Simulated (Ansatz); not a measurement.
# AlSiH2BrO: molecular dynamics (part 2 of 2)

Continued. System: AlSiH2BrO, SMILES [Br][Al]1[O][SiH2]1. Method: RKS revPBE-d3bj/6-31G* (Ansatz 0.2.0). The geometry comes from this level: PBE0-D4/def2-TZVP.

**Trajectory as extended XYZ, continued**
```
6
Properties=species:S:1:pos:R:3:forces:R:3 step=14 time_fs=14.0 energy=-86584.11157 temperature=381.8
Br   -0.8011   -3.3967    0.3291   -0.0451  -0.0864  -0.0609
Al   -0.0266   -1.2768    0.1100   -0.8858   0.5075   0.0277
O    -1.0449    0.1986   -0.4939    0.9142  -0.5786   0.5772
Si    0.4092    0.9569    0.0412    0.3897  -0.0715  -0.4742
H     1.3927    1.2199   -1.0638   -0.0466   0.3903  -0.0515
H     0.4998    2.1069    1.0166   -0.3264  -0.1614  -0.0184
6
Properties=species:S:1:pos:R:3:forces:R:3 step=15 time_fs=15.0 energy=-86584.09087 temperature=342.2
Br   -0.8020   -3.3978    0.3301   -0.0293  -0.0568  -0.0647
Al   -0.0209   -1.2778    0.1053   -0.9630   0.5510   0.0115
O    -1.0504    0.2017   -0.4965    1.1031  -0.5907   0.6453
Si    0.4098    0.9597    0.0442    0.0873  -0.4465  -0.5966
H     1.3908    1.2156   -1.0461    0.1087   0.4301  -0.2313
H     0.4939    2.0964    1.0018   -0.3067   0.1129   0.2359
6
Properties=species:S:1:pos:R:3:forces:R:3 step=16 time_fs=16.0 energy=-86584.06352 temperature=290.6
Br   -0.8030   -3.3988    0.3312   -0.0127  -0.0256  -0.0686
Al   -0.0155   -1.2786    0.1007   -1.0328   0.5832  -0.0024
O    -1.0553    0.2043   -0.4988    1.2709  -0.6034   0.7014
Si    0.4104    0.9624    0.0469   -0.1785  -0.7961  -0.7329
H     1.3900    1.2154   -1.0305    0.2393   0.4591  -0.3802
H     0.4850    2.0869    0.9893   -0.2862   0.3828   0.4827
6
Properties=species:S:1:pos:R:3:forces:R:3 step=17 time_fs=17.0 energy=-86584.03849 temperature=243.7
Br   -0.8039   -3.3999    0.3322    0.0048   0.0074  -0.0727
Al   -0.0105   -1.2792    0.0960   -1.0948   0.6027  -0.0134
O    -1.0594    0.2066   -0.5006    1.4154  -0.6165   0.7442
Si    0.4110    0.9647    0.0494   -0.3708  -1.0476  -0.8587
H     1.3915    1.2197   -1.0186    0.3144   0.4720  -0.4650
H     0.4733    2.0812    0.9814   -0.2690   0.5821   0.6655
6
Properties=species:S:1:pos:R:3:forces:R:3 step=18 time_fs=18.0 energy=-86584.02619 temperature=220.6
Br   -0.8048   -3.4010    0.3332    0.0231   0.0423  -0.0772
Al   -0.0059   -1.2796    0.0914   -1.1484   0.6085  -0.0213
O    -1.0627    0.2086   -0.5020    1.5349  -0.6299   0.7732
Si    0.4114    0.9668    0.0516   -0.4667  -1.1352  -0.9427
H     1.3960    1.2284   -1.0112    0.3133   0.4650  -0.4647
H     0.4591    2.0810    0.9799   -0.2562   0.6493   0.7327
6
Properties=species:S:1:pos:R:3:forces:R:3 step=19 time_fs=19.0 energy=-86584.03037 temperature=228.2
Br   -0.8058   -3.4021    0.3342    0.0420   0.0790  -0.0820
Al   -0.0017   -1.2798    0.0867   -1.1935   0.6009  -0.0261
O    -1.0650    0.2101   -0.5029    1.6285  -0.6433   0.7884
Si    0.4117    0.9684    0.0535   -0.4675  -1.0324  -0.9637
H     1.4034    1.2417   -1.0082    0.2345   0.4368  -0.3802
H     0.4424    2.0870    0.9853   -0.2440   0.5591   0.6635
6
Properties=species:S:1:pos:R:3:forces:R:3 step=20 time_fs=20.0 energy=-86584.04501 temperature=255.4
Br   -0.8067   -3.4031    0.3352    0.0614   0.1171  -0.0872
Al    0.0020   -1.2797    0.0820   -1.2299   0.5806  -0.0278
O    -1.0664    0.2113   -0.5034    1.6958  -0.6569   0.7904
Si    0.4118    0.9697    0.0550   -0.3980  -0.7683  -0.9221
H     1.4132    1.2591   -1.0088    0.0967   0.3898  -0.2333
H     0.4234    2.0983    0.9972   -0.2260   0.3377   0.4801
6
Properties=species:S:1:pos:R:3:forces:R:3 step=21 time_fs=21.0 energy=-86584.05939 temperature=282.7
Br   -0.8076   -3.4042    0.3361    0.0809   0.1561  -0.0927
Al    0.0054   -1.2795    0.0773   -1.2574   0.5497  -0.0269
O    -1.0667    0.2121   -0.5033    1.7371  -0.6708   0.7801
Si    0.4118    0.9707    0.0562   -0.2934  -0.4113  -0.8373
H     1.4238    1.2802   -1.0117   -0.0699   0.3290  -0.0580
H     0.4022    2.1130    1.0136   -0.1974   0.0473   0.2348
6
Properties=species:S:1:pos:R:3:forces:R:3 step=22 time_fs=22.0 energy=-86584.06636 temperature=296.7
Br   -0.8085   -3.4052    0.3371    0.1001   0.1953  -0.0986
Al    0.0083   -1.2790    0.0726   -1.2759   0.5103  -0.0236
O    -1.0660    0.2125   -0.5028    1.7524  -0.6855   0.7585
Si    0.4117    0.9716    0.0572   -0.1853  -0.0360  -0.7330
H     1.4338    1.3045   -1.0151   -0.2340   0.2608   0.1126
H     0.3791    2.1280    1.0323   -0.1573  -0.2449  -0.0158
6
Properties=species:S:1:pos:R:3:forces:R:3 step=23 time_fs=23.0 energy=-86584.06632 temperature=297.9
Br   -0.8094   -3.4062    0.3381    0.1186   0.2341  -0.1046
Al    0.0107   -1.2784    0.0679   -1.2852   0.4649  -0.0184
O    -1.0642    0.2124   -0.5019    1.7421  -0.7015   0.7265
Si    0.4115    0.9724    0.0578   -0.0948   0.3012  -0.6269
H     1.4416    1.3314   -1.0174   -0.3719   0.1919   0.2534
H     0.3545    2.1408    1.0508   -0.1088  -0.4907  -0.2300
6
Properties=species:S:1:pos:R:3:forces:R:3 step=24 time_fs=24.0 energy=-86584.06537 temperature=297.5
Br   -0.8103   -3.4072    0.3390    0.1361   0.2716  -0.1107
Al    0.0127   -1.2776    0.0632   -1.2849   0.4158  -0.0114
O    -1.0614    0.2120   -0.5005    1.7066  -0.7191   0.6848
Si    0.4113    0.9734    0.0583   -0.0322   0.5682  -0.5274
H     1.4458    1.3601   -1.0173   -0.4686   0.1281   0.3498
H     0.3288    2.1488    1.0672   -0.0569  -0.6647  -0.3851
6
Properties=species:S:1:pos:R:3:forces:R:3 step=25 time_fs=25.0 energy=-86584.07091 temperature=309.3
Br   -0.8112   -3.4082    0.3399    0.1521   0.3075  -0.1168
Al    0.0142   -1.2766    0.0585   -1.2747   0.3647  -0.0027
O    -1.0576    0.2111   -0.4987    1.6461  -0.7385   0.6336
Si    0.4111    0.9746    0.0586    0.0000   0.7506  -0.4370
H     1.4455    1.3900   -1.0139   -0.5169   0.0744   0.3950
H     0.3026    2.1505    1.0799   -0.0067  -0.7587  -0.4721
6
Properties=species:S:1:pos:R:3:forces:R:3 step=26 time_fs=26.0 energy=-86584.08770 temperature=342.5
Br   -0.8121   -3.4091    0.3408    0.1667   0.3411  -0.1229
Al    0.0153   -1.2755    0.0537   -1.2539   0.3125   0.0076
O    -1.0527    0.2097   -0.4965    1.5612  -0.7594   0.5730
Si    0.4109    0.9760    0.0587    0.0035   0.8428  -0.3568
H     1.4403    1.4207   -1.0067   -0.5147   0.0351   0.3875
H     0.2762    2.1449    1.0881    0.0373  -0.7722  -0.4884
6
Properties=species:S:1:pos:R:3:forces:R:3 step=27 time_fs=27.0 energy=-86584.11579 temperature=396.9
Br   -0.8129   -3.4099    0.3418    0.1796   0.3724  -0.1289
Al    0.0159   -1.2743    0.0490   -1.2222   0.2594   0.0197
O    -1.0469    0.2079   -0.4939    1.4521  -0.7814   0.5030
Si    0.4107    0.9777    0.0587   -0.0171   0.8424  -0.2892
H     1.4301    1.4517   -0.9958   -0.4630   0.0141   0.3287
H     0.2502    2.1320    1.0916    0.0706  -0.7069  -0.4333
6
Properties=species:S:1:pos:R:3:forces:R:3 step=28 time_fs=28.0 energy=-86584.15031 temperature=463.6
Br   -0.8137   -3.4108    0.3426    0.1910   0.4012  -0.1348
Al    0.0161   -1.2730    0.0442   -1.1791   0.2046   0.0338
O    -1.0402    0.2056   -0.4910    1.3193  -0.8033   0.4234
Si    0.4104    0.9797    0.0587   -0.0541   0.7487  -0.2392
H     1.4155    1.4830   -0.9817   -0.3660   0.0145   0.2232
H     0.2248    2.1122    1.0910    0.0890  -0.5658  -0.3063
6
Properties=species:S:1:pos:R:3:forces:R:3 step=29 time_fs=29.0 energy=-86584.18317 temperature=527.3
Br   -0.8145   -3.4116    0.3435    0.2009   0.4277  -0.1406
Al    0.0158   -1.2717    0.0395   -1.1239   0.1463   0.0502
O    -1.0328    0.2029   -0.4879    1.1633  -0.8233   0.3340
Si    0.4102    0.9820    0.0585   -0.0959   0.5684  -0.2128
H     1.3974    1.5143   -0.9654   -0.2333   0.0372   0.0804
H     0.2003    2.0870    1.0874    0.0889  -0.3564  -0.1113
6
Properties=species:S:1:pos:R:3:forces:R:3 step=30 time_fs=30.0 energy=-86584.20639 temperature=573.0
Br   -0.8153   -3.4123    0.3444    0.2095   0.4521  -0.1463
Al    0.0152   -1.2702    0.0348   -1.0564   0.0821   0.0696
O    -1.0246    0.1996   -0.4846    0.9851  -0.8388   0.2349
Si    0.4099    0.9844    0.0583   -0.1262   0.3239  -0.2128
H     1.3770    1.5461   -0.9484   -0.0814   0.0788  -0.0825
H     0.1766    2.0584    1.0828    0.0694  -0.0981   0.1371
6
Properties=species:S:1:pos:R:3:forces:R:3 step=31 time_fs=31.0 energy=-86584.21643 temperature=594.2
Br   -0.8160   -3.4130    0.3452    0.2172   0.4747  -0.1520
Al    0.0142   -1.2688    0.0301   -0.9759   0.0090   0.0925
O    -1.0158    0.1958   -0.4812    0.7857  -0.8464   0.1266
Si    0.4096    0.9870    0.0579   -0.1275   0.0614  -0.2316
H     1.3558    1.5787   -0.9321    0.0650   0.1295  -0.2405
H     0.1535    2.0287    1.0794    0.0356   0.1718   0.4051
6
Properties=species:S:1:pos:R:3:forces:R:3 step=32 time_fs=32.0 energy=-86584.21697 temperature=597.8
Br   -0.8167   -3.4136    0.3460    0.2240   0.4956  -0.1576
Al    0.0128   -1.2673    0.0254   -0.8821  -0.0762   0.1196
O    -1.0065    0.1915   -0.4776    0.5668  -0.8419   0.0097
Si    0.4092    0.9896    0.0576   -0.0867  -0.1495  -0.2465
H     1.3352    1.6126   -0.9181    0.1773   0.1731  -0.3635
H     0.1307    2.0007    1.0800    0.0008   0.3988   0.6382
6
Properties=species:S:1:pos:R:3:forces:R:3 step=33 time_fs=33.0 energy=-86584.21683 temperature=599.9
Br   -0.8174   -3.4141    0.3468    0.2301   0.5151  -0.1631
Al    0.0111   -1.2659    0.0208   -0.7748  -0.1760   0.1518
O    -0.9969    0.1867   -0.4741    0.3308  -0.8206  -0.1140
Si    0.4088    0.9922    0.0571   -0.0020  -0.2361  -0.2234
H     1.3163    1.6481   -0.9076    0.2308   0.1905  -0.4251
H     0.1080    1.9765    1.0866   -0.0148   0.5270   0.7737
6
Properties=species:S:1:pos:R:3:forces:R:3 step=34 time_fs=34.0 energy=-86584.22295 temperature=613.0
Br   -0.8181   -3.4147    0.3476    0.2356   0.5331  -0.1685
Al    0.0091   -1.2645    0.0162   -0.6540  -0.2919   0.1895
O    -0.9870    0.1814   -0.4706    0.0815  -0.7781  -0.2422
Si    0.4084    0.9947    0.0565    0.1157  -0.1548  -0.1334
H     1.2996    1.6855   -0.9012    0.2147   0.1668  -0.4125
H     0.0850    1.9573    1.1007    0.0066   0.5249   0.7671
6
Properties=species:S:1:pos:R:3:forces:R:3 step=35 time_fs=35.0 energy=-86584.23409 temperature=635.0
Br   -0.8187   -3.4151    0.3484    0.2404   0.5494  -0.1738
Al    0.0069   -1.2633    0.0117   -0.5202  -0.4240   0.2328
O    -0.9771    0.1756   -0.4672   -0.1767  -0.7105  -0.3719
Si    0.4081    0.9971    0.0559    0.2489   0.0835   0.0281
H     1.2849    1.7246   -0.8987    0.1367   0.0981  -0.3318
H     0.0621    1.9431    1.1221    0.0708   0.4036   0.6165
6
Properties=species:S:1:pos:R:3:forces:R:3 step=36 time_fs=36.0 energy=-86584.24179 temperature=650.3
Br   -0.8193   -3.4155    0.3491    0.2446   0.5635  -0.1786
Al    0.0045   -1.2621    0.0072   -0.3745  -0.5704   0.2814
O    -0.9673    0.1694   -0.4641   -0.4375  -0.6154  -0.4997
Si    0.4078    0.9995    0.0553    0.3802   0.4184   0.2387
H     1.2715    1.7646   -0.8993    0.0197  -0.0066  -0.2055
H     0.0398    1.9328    1.1495    0.1674   0.2105   0.3637
6
Properties=species:S:1:pos:R:3:forces:R:3 step=37 time_fs=37.0 energy=-86584.23761 temperature=643.6
Br   -0.8199   -3.4158    0.3499    0.2480   0.5749  -0.1830
Al    0.0020   -1.2612    0.0029   -0.2186  -0.7273   0.3344
O    -0.9578    0.1628   -0.4613   -0.6941  -0.4920  -0.6217
Si    0.4076    1.0021    0.0548    0.4966   0.7712   0.4623
H     1.2583    1.8047   -0.9020   -0.1080  -0.1296  -0.0628
H     0.0191    1.9245    1.1804    0.2762   0.0029   0.0709
6
Properties=species:S:1:pos:R:3:forces:R:3 step=38 time_fs=38.0 energy=-86584.21937 temperature=610.5
Br   -0.8205   -3.4160    0.3506    0.2503   0.5827  -0.1868
Al   -0.0006   -1.2606   -0.0014   -0.0551  -0.8893   0.3903
O    -0.9486    0.1559   -0.4588   -0.9385  -0.3418  -0.7344
Si    0.4077    1.0050    0.0545    0.5884   1.0741   0.6671
H     1.2440    1.8435   -0.9052   -0.2220  -0.2508   0.0698
H     0.0011    1.9161    1.2120    0.3769  -0.1749  -0.2060
6
Properties=species:S:1:pos:R:3:forces:R:3 step=39 time_fs=39.0 energy=-86584.19190 temperature=559.9
Br   -0.8210   -3.4162    0.3513    0.2515   0.5864  -0.1897
Al   -0.0032   -1.2602   -0.0055    0.1126  -1.0497   0.4475
O    -0.9400    0.1488   -0.4568   -1.1630  -0.1681  -0.8345
Si    0.4079    1.0083    0.0543    0.6487   1.2841   0.8331
H     1.2276    1.8800   -0.9078   -0.3056  -0.3533   0.1737
H    -0.0134    1.9061    1.2417    0.4558  -0.2995  -0.4300
6
Properties=species:S:1:pos:R:3:forces:R:3 step=40 time_fs=40.0 energy=-86584.16358 temperature=507.4
Br   -0.8215   -3.4163    0.3519    0.2514   0.5853  -0.1918
Al   -0.0058   -1.2603   -0.0094    0.2809  -1.2009   0.5036
O    -0.9321    0.1416   -0.4553   -1.3602   0.0243  -0.9191
Si    0.4084    1.0119    0.0545    0.6728   1.3802   0.9514
H     1.2082    1.9132   -0.9087   -0.3507  -0.4249   0.2384
H    -0.0236    1.8932    1.2673    0.5059  -0.3639  -0.5825
6
Properties=species:S:1:pos:R:3:forces:R:3 step=41 time_fs=41.0 energy=-86584.14199 temperature=467.5
Br   -0.8219   -3.4163    0.3526    0.2497   0.5787  -0.1928
Al   -0.0083   -1.2607   -0.0132    0.4452  -1.3352   0.5566
O    -0.9250    0.1344   -0.4543   -1.5238   0.2288  -0.9855
Si    0.4090    1.0161    0.0550    0.6592   1.3553   1.0188
H     1.1855    1.9423   -0.9073   -0.3551  -0.4579   0.2591
H    -0.0289    1.8768    1.2873    0.5248  -0.3697  -0.6561
6
Properties=species:S:1:pos:R:3:forces:R:3 step=42 time_fs=42.0 energy=-86584.13098 temperature=447.3
Br   -0.8224   -3.4162    0.3532    0.2465   0.5665  -0.1929
Al   -0.0107   -1.2617   -0.0168    0.6008  -1.4448   0.6039
O    -0.9188    0.1273   -0.4539   -1.6489   0.4376  -1.0316
Si    0.4100    1.0208    0.0558    0.6097   1.2094   1.0328
H     1.1593    1.9671   -0.9034   -0.3200  -0.4478   0.2350
H    -0.0292    1.8569    1.3011    0.5119  -0.3210  -0.6473
6
Properties=species:S:1:pos:R:3:forces:R:3 step=43 time_fs=43.0 energy=-86584.12944 temperature=444.9
Br   -0.8228   -3.4161    0.3538    0.2417   0.5485  -0.1918
Al   -0.0128   -1.2631   -0.0202    0.7426  -1.5226   0.6434
O    -0.9136    0.1204   -0.4542   -1.7323   0.6420  -1.0554
Si    0.4111    1.0258    0.0570    0.5301   0.9470   0.9897
H     1.1300    1.9876   -0.8973   -0.2497  -0.3928   0.1675
H    -0.0245    1.8338    1.3087    0.4675  -0.2221  -0.5533
6
Properties=species:S:1:pos:R:3:forces:R:3 step=44 time_fs=44.0 energy=-86584.13203 temperature=450.3
Br   -0.8232   -3.4159    0.3543    0.2355   0.5249  -0.1897
Al   -0.0147   -1.2651   -0.0233    0.8658  -1.5627   0.6728
O    -0.9095    0.1140   -0.4551   -1.7725   0.8331  -1.0557
Si    0.4124    1.0312    0.0586    0.4297   0.5785   0.8842
H     1.0983    2.0044   -0.8896   -0.1514  -0.2954   0.0619
H    -0.0154    1.8086    1.3111    0.3929  -0.0785  -0.3735
6
Properties=species:S:1:pos:R:3:forces:R:3 step=45 time_fs=45.0 energy=-86584.13153 temperature=450.1
Br   -0.8235   -3.4157    0.3549    0.2278   0.4960  -0.1866
Al   -0.0163   -1.2677   -0.0262    0.9658  -1.5607   0.6904
O    -0.9064    0.1080   -0.4566   -1.7694   1.0024  -1.0316
Si    0.4138    1.0368    0.0604    0.3196   0.1271   0.7149
H     1.0650    2.0184   -0.8813   -0.0366  -0.1644  -0.0707
H    -0.0026    1.7826    1.3098    0.2927   0.0995  -0.1163
6
Properties=species:S:1:pos:R:3:forces:R:3 step=46 time_fs=46.0 energy=-86584.12289 temperature=434.9
Br   -0.8238   -3.4154    0.3554    0.2189   0.4622  -0.1826
Al   -0.0175   -1.2709   -0.0289    1.0393  -1.5139   0.6950
O    -0.9043    0.1026   -0.4588   -1.7246   1.1428  -0.9833
Si    0.4154    1.0425    0.0625    0.2095  -0.3651   0.4910
H     1.0314    2.0308   -0.8736    0.0786  -0.0179  -0.2110
H     0.0131    1.7575    1.3074    0.1782   0.2920   0.1909
6
Properties=species:S:1:pos:R:3:forces:R:3 step=47 time_fs=47.0 energy=-86584.10716 temperature=406.8
Br   -0.8241   -3.4150    0.3559    0.2089   0.4242  -0.1777
Al   -0.0183   -1.2745   -0.0313    1.0841  -1.4222   0.6862
O    -0.9034    0.0979   -0.4615   -1.6409   1.2491  -0.9118
Si    0.4171    1.0480    0.0648    0.1038  -0.8355   0.2413
H     0.9985    2.0431   -0.8680    0.1757   0.1170  -0.3323
H     0.0306    1.7351    1.3069    0.0684   0.4674   0.4943
6
Properties=species:S:1:pos:R:3:forces:R:3 step=48 time_fs=48.0 energy=-86584.09203 temperature=380.0
Br   -0.8244   -3.4146    0.3564    0.1979   0.3827  -0.1719
Al   -0.0188   -1.2787   -0.0335    1.0996  -1.2872   0.6642
O    -0.9033    0.0940   -0.4648   -1.5223   1.3185  -0.8192
Si    0.4187    1.0533    0.0671    0.0001  -1.2113   0.0136
H     0.9672    2.0565   -0.8655    0.2381   0.2093  -0.4056
H     0.0487    1.7172    1.3111   -0.0135   0.5881   0.7189
6
Properties=species:S:1:pos:R:3:forces:R:3 step=49 time_fs=49.0 energy=-86584.08682 temperature=371.6
Br   -0.8246   -3.4141    0.3569    0.1861   0.3381  -0.1653
Al   -0.0189   -1.2834   -0.0354    1.0870  -1.1124   0.6297
O    -0.9043    0.0908   -0.4686   -1.3736   1.3502  -0.7085
Si    0.4204    1.0581    0.0695   -0.1075  -1.4342  -0.1410
H     0.9381    2.0720   -0.8669    0.2577   0.2346  -0.4092
H     0.0667    1.7049    1.3221   -0.0498   0.6237   0.7943
6
Properties=species:S:1:pos:R:3:forces:R:3 step=50 time_fs=50.0 energy=-86584.09451 temperature=386.9
Br   -0.8249   -3.4136    0.3573    0.1735   0.2910  -0.1579
Al   -0.0185   -1.2885   -0.0371    1.0486  -0.9030   0.5840
O    -0.9060    0.0885   -0.4729   -1.2000   1.3454  -0.5834
Si    0.4221    1.0625    0.0718   -0.2221  -1.4863  -0.1949
H     0.9115    2.0897   -0.8722    0.2382   0.1855  -0.3384
H     0.0843    1.6986    1.3409   -0.0382   0.5674   0.6905
```

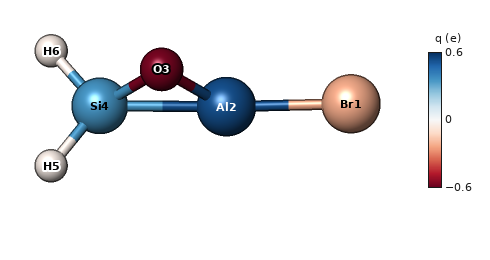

**Figure 1.** Mulliken charges, as the colour of each atom (ball-and-stick view, seen at a tilt; atoms are numbered from 1 in the order of the input). By element: Br −0.22, Al +0.53, O −0.57, Si +0.35 and H −0.04 e.

The run was set up as follows.

**The input**
```yaml
crystal:
  periodic: [false, false, false]
  atoms:
    - {symbol: Br, position_ang: [-0.789382, -3.384370, 0.314197]}
    - {symbol: Al, position_ang: [-0.123553, -1.254817, 0.179610]}
    - {symbol: O, position_ang: [-0.968602, 0.125760, -0.445179]}
    - {symbol: Si, position_ang: [0.440173, 0.935506, -0.009619]}
    - {symbol: H, position_ang: [1.201114, 1.544641, -1.133269]}
    - {symbol: H, position_ang: [0.282451, 1.969381, 1.048161]}
basis:
  gaussian: {orbitals: "6-31G*"}
hamiltonian: {xc: {name: revPBE}, dispersion: d3bj}
md: {timestep: 1 fs, n_steps: 50, ensemble: nvt_nose_hoover, temperature: 700, initial_velocities: maxwell_boltzmann, seed: 531}
```

Command:
```bash
ansatz run in.yaml --threads 2 --pin off --events-out ev --progress --plain --max-ram 4352MiB
```

**Summary**

```json
{"quantity": "outcome", "value": "finished"}
{"quantity": "mean temperature over the second half", "value": "495 K"}
{"quantity": "trajectory", "value": "50 steps, 50 fs"}
{"quantity": "ensemble", "value": "nvt_nose_hoover"}
{"quantity": "temperature in the input", "value": "700 K"}
{"quantity": "time step", "value": "1 fs"}
{"quantity": "potential energy (last step)", "value": "−86584.0946 eV"}
{"quantity": "mean-field energy (last step)", "value": "−86583.8029 eV"}
{"quantity": "dispersion energy (last step)", "value": "−0.2916 eV"}
{"quantity": "SCF solution under orbital rotations (last step)", "value": "stable"}
{"quantity": "largest force (length of the vector) (last step)", "value": "1.895 eV/Å"}
{"quantity": "dipole moment (last step)", "value": "1.75 D"}
{"quantity": "hardware", "value": "2 threads of Arm Neoverse V2, 23 GiB of memory available, shared host"}
{"quantity": "wall time", "value": "72 s (CPU time 2.3 min)"}
{"quantity": "peak memory", "value": "0.13 GiB"}
```

**Remarks**

So short a trajectory is not equilibrated.
